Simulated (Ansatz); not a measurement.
# BaTiO3 (Barioperovskite): G0W0 under other settings

Aim: change settings of a G0W0 run on BaTiO3 (Barioperovskite) and see what moves.

Method: G0W0 on LDA, plane waves, PAW, in Ansatz 0.2.0.

## 1. The structure

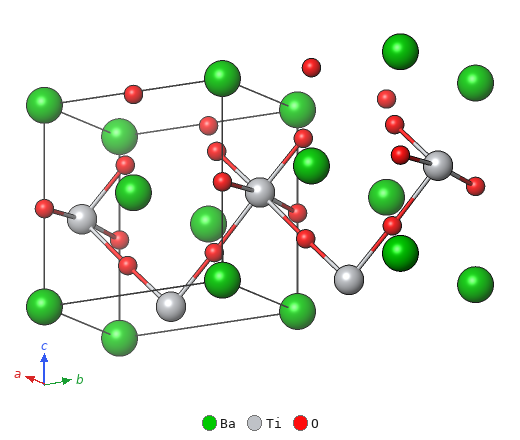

The starting structure, seen from a free direction (barium green, titanium light grey, oxygen red). 1×2×1 cells are drawn. This picture shows the conventional cell, with its axes. Some periodic images of atoms are drawn too.

Structure file:

```cif
data_structure
_symmetry_space_group_name_H-M 'Amm2'
_symmetry_Int_Tables_number 38
_cell_length_a 3.9855
_cell_length_b 5.6738
_cell_length_c 5.6903
_cell_angle_alpha 90.000
_cell_angle_beta 90.000
_cell_angle_gamma 90.000
_cell_volume 128.67
loop_
_atom_site_label
_atom_site_type_symbol
_atom_site_symmetry_multiplicity
_atom_site_Wyckoff_symbol
_atom_site_fract_x
_atom_site_fract_y
_atom_site_fract_z
_atom_site_occupancy
Ba1 Ba 2 a 0.00000 0.00000 0.00000 1
Ti1 Ti 2 b 0.50000 0.50000 0.01240 1
O1 O 2 a 0.00000 0.50000 0.98740 1
O2 O 4 e 0.50000 0.25670 0.24854 1
```

The cell and positions come from the Crystallography Open Database and are kept as given unless a step says otherwise. Spin-orbit coupling is left out unless a step names it. The default PAW set here is soft_1. Its files were made with PBE; for other functionals the partial waves and projectors stay those of PBE.

## 2. The base run: 4×4×4 mesh, 83 empty bands, screening to 69 eV

G0W0 replaces the xc potential by the self-energy, built once from these orbitals. Only a window of levels is corrected, while the sums run over the empty bands that the input names.

The input, input.yaml:

```yaml
crystal:
  lattice:
    - [3.9855, 0.0, 0.0]
    - [0.0, 2.8369, 2.84515]
    - [0.0, -2.8369, 2.84515]
  atoms:
    - { symbol: Ba, position: [0.0, 0.0, 0.0] }
    - { symbol: Ti, position: [0.5, 0.5124, 0.5124] }
    - { symbol: O, position: [0.0, 0.4874, 0.4874] }
    - { symbol: O, position: [0.5, 0.50524, 0.99184] }
    - { symbol: O, position: [0.5, 0.99184, 0.50524] }
kpoints:
  mp_grid: { grid: [4, 4, 4] }
hamiltonian:
  xc: lda
  pseudopotentials: { kind: paw, azcp: { folder: "./paw" } }
scf:
  occupations: { method: fixed }
gw:
  n_empty_bands: 83
  ecut_chi: 69
  qp_bands: [v2, c2]
  qp_kpoints: band_edges
  screening: { model: contour_deformation }
```

Launch:

```
> ansatz run input.yaml --threads 3 --pin off --max-ram 92160MiB --backend cuda --events-out ev --progress --plain --runs-dir out --devices 1 --max-vram 13GiB
```

Numbers of over 12 decimals in the logs are rounded to 6 here.

Log:

```text
Warning: <dir> the record states the generating functional pbe (its physics header spells it `PBE`), which answers neither for hamiltonian.xc's functional nor for the lda family's — results may be inconsistent (PPs are generated against a specific XC)
Warning: <dir> the record states the generating functional pbe (its physics header spells it `PBE`), which answers neither for hamiltonian.xc's functional nor for the lda family's — results may be inconsistent (PPs are generated against a specific XC)
Warning: <dir> the record states the generating functional pbe (its physics header spells it `PBE`), which answers neither for hamiltonian.xc's functional nor for the lda family's — results may be inconsistent (PPs are generated against a specific XC)
GPUs: using 1 of 1 available (devices: 1).
Engine: ansatz 0.2.0, x86_64-unknown-linux-gnu
Pseudopotentials: kind: paw
Pseudopotential: Ba, paw, valence charge 10, recommended cutoff 420 eV (normal), <dir>
Pseudopotential: Ti, paw, valence charge 12, recommended cutoff 420 eV (normal), <dir>
Pseudopotential: O, paw, valence charge 6, recommended cutoff 420 eV (normal), <dir>
Functional definition: SPW92
  exchange = slater_x
  correlation = pw_c
device memory: the entry about to start is reckoned to put 0.7 GiB on a device that reports 66.2 GiB free (of which the cap on the GPU budget leaves the run 13.0 GiB)
GPU FFT provider: cuFFT
GPU libraries: cuBLAS 13.8.2, cuFFT 12.4.0, cuSOLVER 12.3.4
Crystal: 5 atoms, lattice volume = 64.337 Å³
Basis set: ecut = 420 eV, 1249 PW (Γ)
Bands: 25, of which v1, the nominal top of the filled ones, is band 20 counted from 1 (19 counted from 0)
Symmetry: 4 space group operations
Space group: Amm2 (ITA 38), of the structure as read, at distance tolerance 4.0e-5 Å
k-points: 21 of 64 (time reversal used)
Non-local potential: Ba, projectors of the file, l = 0: 3, l = 1: 2, l = 2: 2, l = 3: 2
Non-local potential: Ti, projectors of the file, l = 0: 3, l = 1: 2, l = 2: 3, l = 3: 1
Non-local potential: O, projectors of the file, l = 0: 2, l = 1: 2, l = 2: 1
PAW form: soft (Blöchl's): semilocal exchange-correlation on the pseudo side does not see the compensation charge
PAW frozen core: Ba, regenerated for the run's functional, and the local potential with it (the file was generated under x = pbe(κ = 0.804, μ = 0.219515), c = pbe(β = 0.066725))
PAW frozen core: Ti, regenerated for the run's functional, and the local potential with it (the file was generated under x = pbe(κ = 0.804, μ = 0.219515), c = pbe(β = 0.066725))
PAW frozen core: O, regenerated for the run's functional, and the local potential with it (the file was generated under x = pbe(κ = 0.804, μ = 0.219515), c = pbe(β = 0.066725))
PAW one-centre angular grid: Ba, 194 points (default); XC on 64 Gauss nodes
[...]
gw.qp_kpoints: band_edges: 15 of 21 stored k-points solved, in 1 pass; an edge of the gap read off the rows below is read off those points alone
    valence top: of the k-points left out ik 17 came nearest to being solved in a further pass, in band 19 (counted from 1, as in the quasiparticle table): it holds the edge there only if its correction is more favourable than any solved in that band by at least 0.524 eV; those differ by 0.136 eV
    conduction bottom: of the k-points left out ik 4 came nearest to being solved in a further pass, in band 21 (counted from 1, as in the quasiparticle table): it holds the edge there only if its correction is more favourable than any solved in that band by at least 1.032 eV; those differ by 0.046 eV
  `?` marks the rows in doubt; gw_qp.tsv's column doubts and the gw_qp event give each row's grounds
    ik  band        ε_KS         Σx   Σc(E_QP)       V_xc       Z   E_QP_lin       E_QP  E_QP is
     0    19      9.6386   -25.8682     4.6314   -21.4135  0.7282     9.8147     9.8153  root
     0    20      9.6850   -25.9730     4.6907   -21.4534  0.7286     9.8555     9.8561  root
     0    21     11.6643   -12.6281    -6.1647   -20.5685  0.7378    13.5309    13.4400  root
     0    22     11.7283   -12.7556    -6.0571   -20.5747  0.7372    13.5807    13.4903  root
     1    19      9.2677   -25.2933     4.4587   -21.0113  0.7250     9.4439     9.4445  root
     1    20      9.3741   -25.6735     4.6647   -21.1666  0.7256     9.5313     9.5318  root
     1    21     11.8258   -13.0246    -6.1351   -20.9389  0.7340    13.6995    13.6049  root
     1    22     12.6127   -14.0439    -6.1587   -21.9609  0.7171    14.4756    14.3710  root ?
     2    19      9.0570   -25.4351     4.6692   -20.8992  0.7228     9.1900     9.1903  root
[...]
2    22     13.3826   -14.7206    -6.7356   -23.2286  0.6933    15.2911    15.1550  root ?
[...]
3    21     12.6793   -14.0523    -6.2496   -22.0712  0.7161    14.5568    14.4485  root ?
     3    22     12.6948   -14.2748    -6.2606   -22.3067  0.7127    14.5767    14.4660  root ?
[...]
5    21     12.5533   -13.8863    -6.2852   -21.9500  0.7176    14.4392    14.3318  root ?
     5    22     12.8094   -14.3843    -6.2533   -22.4039  0.7113    14.6865    14.5756  root ?
[...]
6    21     13.3979   -14.7362    -6.8386   -23.3560  0.6917    15.3188    15.1790  root ?
     6    22     13.4583   -14.7295    -6.8677   -23.3771  0.6911    15.3789    15.2382  root ?
[...]
18    19      9.3280   -25.1416     4.9505   -20.2661  0.7160     9.4029     9.4031  root
    18    20      9.8168   -25.6972     4.9934   -20.8313  0.7190     9.9440     9.9443  root
    18    21     13.7080   -14.6894    -7.0813   -23.5430  0.6853    15.6302    15.4805  root ?
    18    22     13.7098   -14.7167    -7.0631   -23.5477  0.6855    15.6261    15.4778  root ?
    20    19      9.8326   -25.7586     5.0020   -20.8921  0.7190     9.9676     9.9680  root
    20    20      9.8428   -25.7535     4.9939   -20.8970  0.7191     9.9797     9.9801  root
    20    21     14.0196   -14.6747    -7.4119   -23.8503  0.6744    15.9415    15.7833  root ?
    20    22     14.0614   -14.7010    -7.4892   -23.9546  0.6717    15.9877    15.8259  root ?
[key lines of the parts left out:]
SCF converged after 9 iterations
Free energy (F): -9904.526772 eV
Fermi energy:    9.842753 eV
```

Run time: 21 s. Hardware: 1 × NVIDIA H100 80GB HBM3 (shared by 6 runs) with 3 threads of AMD EPYC 7R13 (Zen 3), shared host; peak memory 1.1 GiB; 9 s of CPU time.

The column dr2 measures how far the density is from self-consistency, as an energy; F and HF (Harris–Foulkes) agree once it is small.

Numbers from this step:

* bands summed: 103
* RPA ε∞ on this mesh (eigenvalues): 6.584, 6.649, 6.716
* plane waves in the screening matrix: 81
* q-points in the mesh: 64
* G0W0 gap on the mesh: 3.460 eV
* k of the valence top: -0.5, -0.5, -0.5
* k of the conduction bottom: 0, 0, 0
* starting gap on the mesh: 1.822 eV
* Z at the valence top: 0.7191
* Z at the conduction bottom: 0.7378
* least direct G0W0 gap on the computed points: 3.584 eV

The gap on the mesh goes from 1.82 eV to 3.46 eV, a correction of +1.64 eV. Between the two edge states, bare exchange in place of the xc potential would open the gap by 12.80 eV, and correlation takes back 11.16 eV.

## 3. Variant: static remainder

This step: G0W0 on LDA, plane waves, norm-conserving pseudopotentials.

input.yaml, the sections that differ from step 2:

```yaml
hamiltonian:
  xc: lda
  pseudopotentials: { kind: nc }
gw:
  n_empty_bands: 67
  ecut_chi: 100
  qp_bands: [v2, c2]
  qp_kpoints: band_edges
  screening: { model: contour_deformation }
  static_remainder: true
# crystal, kpoints, scf: as in step 2
```

Log:

```text
Warning: gw takes pair_densities: pseudo, which can misplace gaps by tens of per cent, since gw.static_remainder lacks the terms of the atoms
GPUs: using 1 of 1 available (devices: 1).
[...]
GPU FFT provider: cuFFT
GPU libraries: cuBLAS 13.8.2, cuFFT 12.4.0, cuSOLVER 12.3.4
Crystal: 5 atoms, lattice volume = 64.337 Å³
Basis set: ecut = 1142.878222 eV, 5637 PW (Γ)
Bands: 25, of which v1, the nominal top of the filled ones, is band 20 counted from 1 (19 counted from 0)
Symmetry: 4 space group operations
[...]
k-points: 21 of 64 (time reversal used)
[...]
GPU buffer pool allocated for 91125 grid points (all kernels)
[...]
SCF iter   1: F=—  HF=-3736.999306 eV  |F-HF|=—  |Δ(HF+E_count)|=         —  Δρ=5.16e-2  dr2=1.82e0  ethr=3.10e-3  ⟨swp⟩=5.5  Hψ=2271  notcnv=0  defer=53
[...]
SCF iter   9: F=-3736.334386 eV  HF=-3736.334386 eV  |F-HF|=3.27e-8  |Δ(HF+E_count)|=   3.13e-8  Δρ=8.37e-6  dr2=3.94e-8  ethr=2.50e-10  ⟨swp⟩=14.4  Hψ=3375  notcnv=0
SCF 1 converged in 9 iterations: F = -3736.334386 eV  dr2 = 3.94e-8
[...]
NSCF: frozen V_eff on 21 k-points, pencils in batches of 32, up to order 100
[...]
NSCF: frozen V_eff on 21 k-points
G₀W₀ screening: q 1/21
[... further progress lines ...]
[...]
SCF converged after 9 iterations
Free energy (F): -3736.334386 eV
[...]
Internal energy: -3736.334386 eV  (E = F + TS)
E sigma→0 (E₀):  -3736.334386 eV
Fermi energy:    9.921505 eV
[...]
--- Band table (eV; the first three rows and the last of 21) ---
  k-point 0: bands = [... 16 lower, 8.7976, 9.5958, 9.7052, 9.7513, 11.7593, 11.8228, 11.9852, 14.0591, ... 1 higher]
  k-point 1: bands = [... 16 lower, 8.4731, 8.7027, 9.3358, 9.4411, 11.9211, 12.7099, 12.7650, 14.0944, ... 1 higher]
  k-point 2: bands = [... 16 lower, 8.0759, 8.2439, 9.1237, 9.2056, 11.9876, 13.4845, 13.5125, 14.0914, ... 1 higher]
  k-point 20: bands = [... 16 lower, 7.5851, 9.8757, 9.9113, 9.9215, 14.1267, 14.1690, 14.1798, 16.5980, ... 1 higher]
[...]
static-remainder magnitude (band-truncation diagnostic): 1.7365 eV
[...]
0    19      9.7052   -24.7786     4.2690   -19.9487  0.7260     9.1377     9.1444  root
     0    20      9.7513   -24.8751     4.3239   -19.9848  0.7263     9.1781     9.1849  root
     0    21     11.7593   -11.4475    -6.3762   -18.7922  0.7379    12.7470    12.7277  root
     0    22     11.8228   -11.5715    -6.2714   -18.8035  0.7372    12.8025    12.7835  root
     1    19      9.3358   -24.2980     4.1242   -19.6388  0.7229     8.7944     8.8008  root
     1    20      9.4411   -24.6618     4.3172   -19.7886  0.7236     8.8782     8.8851  root
     1    21     11.9211   -11.8084    -6.3545   -19.1235  0.7340    12.9012    12.8817  root
     1    22     12.7099   -12.7406    -6.3820   -20.0289  0.7165    13.6371    13.6162  root
[...]
20    19      9.9113   -24.8911     4.6633   -19.6915  0.7165     9.3685     9.3750  root
    20    20      9.9215   -24.8877     4.6555   -19.6979  0.7166     9.3807     9.3871  root
    20    21     14.1267   -13.1149    -7.5784   -21.5579  0.6731    15.0198    14.9913  root
    20    22     14.1690   -13.1336    -7.6481   -21.6487  0.6702    15.0652    15.0360  root
```

Run time: 24 s. Hardware: 1 × NVIDIA H100 80GB HBM3 (shared by 6 runs) with 3 threads; peak memory 1.2 GiB; 20 s of CPU time.

Against the base:

```csv
setting,base,variant
files,default PAW,norm-conserving
empty bands,83,67
screening cutoff (eV),69,100
static remainder,-,true
```

```csv
quantity,variant,base
starting gap on the mesh,1.838,1.822
G0W0 gap on the mesh,3.341,3.460
least direct G0W0 gap on the computed points,3.543,3.584
Z at the valence top,0.717,0.719
Z at the conduction bottom,0.738,0.738
```

## 4. Variant: guard bands

This step: G0W0 on LDA, plane waves, PAW.

input.yaml, the sections that differ from step 3:

```yaml
hamiltonian:
  xc: lda
  pseudopotentials: { kind: paw, azcp: { folder: "./paw" } }
gw:
  n_empty_bands: 104
  ecut_chi: 80
  qp_bands: [v2, c2]
  qp_kpoints: band_edges
  screening: { model: contour_deformation }
  n_guard_bands: 2
# crystal, kpoints, scf: as in step 3
```

Log:

```text
[...]
GPUs: using 1 of 1 available (devices: 1).
[...]
GPU FFT provider: cuFFT
GPU libraries: cuBLAS 13.8.2, cuFFT 12.4.0, cuSOLVER 12.3.4
Crystal: 5 atoms, lattice volume = 64.337 Å³
Basis set: ecut = 420 eV, 1249 PW (Γ)
Bands: 25, of which v1, the nominal top of the filled ones, is band 20 counted from 1 (19 counted from 0)
Symmetry: 4 space group operations
[...]
k-points: 21 of 64 (time reversal used)
[...]
GPU buffer pool allocated for 19683 grid points (all kernels)
[...]
SCF iter   1: F=—  HF=-9905.087786 eV  |F-HF|=—  |Δ(HF+E_count)|=         —  Δρ=5.70e-2  dr2=2.16e0  ethr=3.10e-3  ⟨swp⟩=4.7  Hψ=2018  notcnv=0  defer=37
[...]
SCF iter   9: F=-9904.526772 eV  HF=-9904.526772 eV  |F-HF|=2.18e-10  |Δ(HF+E_count)|=   1.05e-8  Δρ=3.84e-6  dr2=7.80e-9  ethr=2.50e-10  ⟨swp⟩=7.5  Hψ=2048  notcnv=0
SCF 1 converged in 9 iterations: F = -9904.526772 eV  dr2 = 7.80e-9
[...]
G₀W₀ screening: q 1/21
[... further progress lines ...]
[...]
SCF converged after 9 iterations
Free energy (F): -9904.526772 eV
[...]
Internal energy: -9904.526772 eV  (E = F + TS)
E sigma→0 (E₀):  -9904.526772 eV
Fermi energy:    9.842753 eV
[...]
--- Band table (eV; the first three rows and the last of 21) ---
  k-point 0: bands = [... 16 lower, 8.7190, 9.5275, 9.6386, 9.6850, 11.6643, 11.7283, 11.8924, 13.9450, ... 1 higher]
  k-point 1: bands = [... 16 lower, 8.3931, 8.6264, 9.2677, 9.3741, 11.8258, 12.6127, 12.6681, 13.9792, ... 1 higher]
[...]
1    22     12.6127   -14.0439    -6.2511   -21.9609  0.7156    14.3670    14.2786  root
[...]
2    22     13.3826   -14.7206    -6.8271   -23.2286  0.6916    15.1789    15.0635  root ?
[...]
6    21     13.3979   -14.7362    -6.9305   -23.3560  0.6900    15.2056    15.0872  root ?
     6    22     13.4583   -14.7295    -6.9583   -23.3771  0.6894    15.2673    15.1476  root ?
[...]
9    22     13.3977   -14.7121    -6.8959   -23.2941  0.6905    15.2012    15.0838  root ?
[...]
13    21     13.6746   -14.7071    -7.1276   -23.5186  0.6853    15.4844    15.3585  root ?
    13    22     13.7062   -14.6841    -7.1823   -23.5431  0.6832    15.5114    15.3829  root ?
[...]
14    22     13.3573   -14.7629    -6.7680   -23.2081  0.6931    15.1475    15.0344  root ?
[...]
15    22     13.4058   -14.7237    -6.8848   -23.2901  0.6908    15.2038    15.0874  root ?
[...]
16    21     13.4128   -14.7184    -6.9395   -23.3467  0.6897    15.2204    15.1017  root ?
    16    22     13.4286   -14.7845    -6.9161   -23.3835  0.6893    15.2293    15.1115  root ?
    18    19      9.3280   -25.1416     4.8900   -20.2661  0.7143     9.3425     9.3425  root
    18    20      9.8168   -25.6972     4.9310   -20.8313  0.7172     9.8818     9.8820  root
    18    21     13.7080   -14.6894    -7.1749   -23.5430  0.6836    15.5156    15.3869  root ?
    18    22     13.7098   -14.7167    -7.1558   -23.5477  0.6837    15.5127    15.3850  root ?
    20    19      9.8326   -25.7586     4.9389   -20.8921  0.7172     9.9049     9.9050  root
    20    20      9.8428   -25.7535     4.9305   -20.8970  0.7173     9.9167     9.9168  root
    20    21     14.0196   -14.6747    -7.5044   -23.8503  0.6727    15.8267    15.6908  root ?
    20    22     14.0614   -14.7010    -7.5828   -23.9546  0.6699    15.8715    15.7323  root ?
```

Run time: 19 s. Hardware: 1 × NVIDIA H100 80GB HBM3 (shared by 6 runs) with 3 threads; peak memory 1.1 GiB; 11 s of CPU time.

The G0W0 gap on the mesh is 3.431 eV.

Against the base:

```csv
setting,base,variant
empty bands,83,104
screening cutoff (eV),69,80
n guard bands,-,2
```

```csv
quantity,variant,base
starting gap on the mesh,1.822,1.822
G0W0 gap on the mesh,3.431,3.460
least direct G0W0 gap on the computed points,3.559,3.584
Z at the valence top,0.717,0.719
Z at the conduction bottom,0.737,0.738
```

## 5. What came out

```json
{
 "base": "3.46 eV, 21 s",
 "static remainder": "3.34 eV, 24 s",
 "guard bands": "3.43 eV, 19 s"
}
```

Static remainder: the gap moves by −0.12 eV (the plane-wave cutoff goes from 420 to 1142.88 eV); such settings are too crude to quote. The variant differs from the base in files, empty bands, screening cutoff and static remainder together, so the change can't be laid to one of them. This option needs pseudo pair densities, which the log warns can misplace gaps. Guard bands: the gap moves by −0.03 eV. The variant differs from the base in empty bands, screening cutoff and n guard bands together, so the change can't be laid to one of them. All runs here use a coarse mesh and modest cutoffs; they test settings and are not final values. The 4×4×4 mesh is coarse for this cell (its supercell is 16 Å along the shortest edge). The RPA ε∞ on it, from the LDA start, is 6.58, 6.65 and 6.72; such meshes misread the long-range screening, most where the gap is narrow. The many-body steps are scalar-relativistic: spin-orbit coupling is not in them.

[Paths, hosts, dates, memory and timing lines, banners, echoed tables and standing remarks are left out of the program output.]

[Logs are printed without paths, hosts, clocks, repeated set-up lines and the standing remarks that a program may print on its own settings, such as how far it seeks lower states.]

[Runs of the session that timed out or met a known fault of the program may be left out.]

[Cells called generated may have been cut or substituted from an entry of the Crystallography Open Database or the Materials Project.]

[Hosts, paths, dates, database ids (printed as entryN), source tags and the programs' standing remarks are cut or masked in the printed files.]
